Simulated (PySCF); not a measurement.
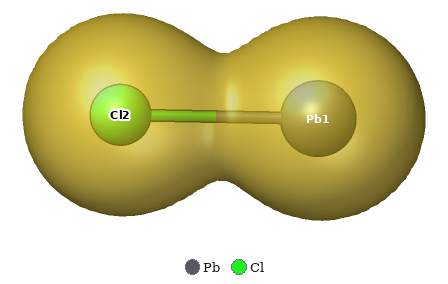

PbCl (doublet). Isosurface of the electron density at 0.2 e/Å³ (yellow), seen from one side.

Core potentials replace the inner electrons of Pb.

These are results of PySCF 2.14.0, PBE0/cc-pVTZ(-PP), non-relativistic Hamiltonian with scalar-relativistic core potentials where named, at a bond length of 2.475 Å, not measurements.

**How is the density connected at this value?**

At this value the surface is in one piece. It bridges the sampled Pb–Cl (2.47 Å) contact, where the density stays above the isovalue. On the grid the lowest density along these lines, outside the cores, is 0.5 e/Å³ (Pb–Cl, 2.47 Å).
